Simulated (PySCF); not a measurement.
## BNH2O: NMR shielding calculation

BNH2O, SMILES BN=O, computed with GIAO PBE0/cc-pVTZ NMR shielding, non-relativistic, gas phase (PySCF 2.14.0).

The geometry comes from this level: PBE0-D3(BJ)/def2-SVP. Figures and captions count atoms from 1; the log counts them from 0 in places.

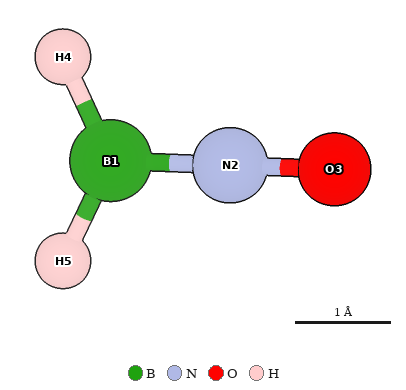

The input geometry (ball-and-stick view, seen at a tilt; atoms are numbered from 1 in the order of the input). Bond lengths as drawn: B–H 1.20 to 1.21 Å, B–N 1.33 Å and N–O 1.17 Å.

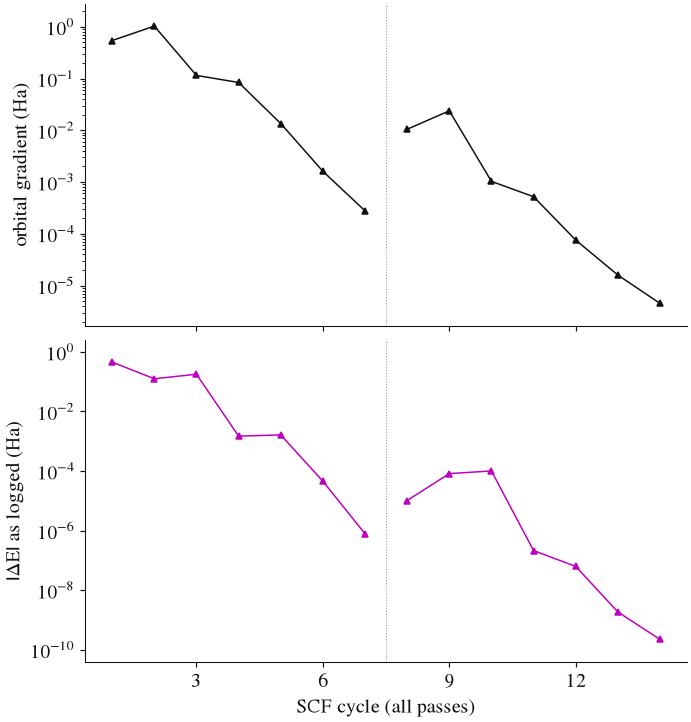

Convergence of the self-consistent field: orbital gradient and size of the energy change against the SCF cycle. The dotted line marks the change from a coarse to the final integration grid. The first 7 cycles use a coarse grid, the final grid takes over at cycle 8, and the field converges after 14 cycles in all.

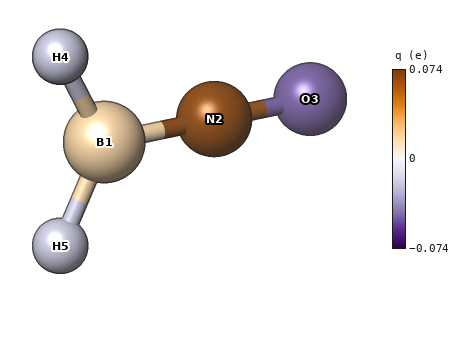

Hirshfeld charges, as the colour of each atom (ball-and-stick view, seen at a tilt; atoms are numbered from 1 in the order of the input). By element: B +0.02, N +0.07, O −0.05 and H −0.02 e.

These pictures come from the run below.

The input
```
{"job": {"kind": "nmr", "xc": "PBE0", "basis": "cc-pVTZ", "pop": true}, "charge": 0, "multiplicity": 1}
B     -0.545583     0.015288    -0.004174
N      0.786748    -0.037063    -0.012909
O      1.950929    -0.082673    -0.019980
H     -1.042899     1.031223    -0.419377
H     -1.115220    -0.958939     0.418323
```

The first line tells a small driver script what to run in PySCF; the rest is the geometry in Å.

Run as:
```bash
OMP_NUM_THREADS=1 python <driver script> task.json out
```

Output
```
coarse grid: 4480 points
cycle   1  E = -155.7654769385  dE =  4.550e-01  |g| = 5.420e-01  |ddm| = 4.600e+00
cycle   2  E = -155.6398488041  dE =  1.256e-01  |g| = 1.030e+00  |ddm| = 1.576e+00
cycle   3  E = -155.8179307063  dE = -1.781e-01  |g| = 1.147e-01  |ddm| = 1.021e+00
cycle   4  E = -155.8194196128  dE = -1.489e-03  |g| = 8.387e-02  |ddm| = 2.629e-01
cycle   5  E = -155.8210495769  dE = -1.630e-03  |g| = 1.349e-02  |ddm| = 1.180e-01
cycle   6  E = -155.8210950183  dE = -4.544e-05  |g| = 1.611e-03  |ddm| = 2.227e-02
cycle   7  E = -155.8210957991  dE = -7.808e-07  |g| = 2.773e-04  |ddm| = 3.648e-03
final grid: 44152 points
cycle   8  E = -155.8185091531  dE = -1.024e-05  |g| = 1.046e-02  |ddm| = 4.424e-02
cycle   9  E = -155.8184272307  dE =  8.192e-05  |g| = 2.375e-02  |ddm| = 3.263e-02
cycle  10  E = -155.8185278870  dE = -1.007e-04  |g| = 1.029e-03  |ddm| = 2.301e-02
cycle  11  E = -155.8185280995  dE = -2.125e-07  |g| = 5.195e-04  |ddm| = 2.018e-03
cycle  12  E = -155.8185281622  dE = -6.267e-08  |g| = 7.543e-05  |ddm| = 8.022e-04
cycle  13  E = -155.8185281640  dE = -1.847e-09  |g| = 1.591e-05  |ddm| = 1.766e-04
cycle  14  E = -155.8185281642  dE = -2.218e-10  |g| = 4.511e-06  |ddm| = 6.793e-05
converged SCF energy = -155.8185281642

GIAO shielding tensors (ppm)
atom      isotropic    diamagn.    paramagn.     s11        s22        s33       span
  0 B      138.182     203.379     -65.197    110.816    142.665    161.065     50.249
  1 N     -751.975     314.261   -1066.236  -1870.744   -334.307    -50.873   1819.871
  2 O    -1192.502     396.601   -1589.103  -3326.934   -459.263    208.690   3535.624
  3 H       25.875      29.197      -3.321     19.982     26.617     31.027     11.045
  4 H       25.875      29.188      -3.314     19.976     26.615     31.033     11.057
```

Results in brief

| quantity | value |
| --- | --- |
| outcome | converged |
| total energy | −155.818528 hartree |
| HOMO | −7.02 eV |
| LUMO | −3.06 eV |
| dipole moment | 0.39 D |
| isotropic shielding, B | 138.2 ppm |
| isotropic shielding, N | −752.0 ppm |
| isotropic shielding, O | −1192.5 ppm |
| isotropic shielding, H | 25.9 ppm |
| hardware | 1 CPU thread, shared host |
| wall time | 5 s |
| peak memory | 0.42 GiB |
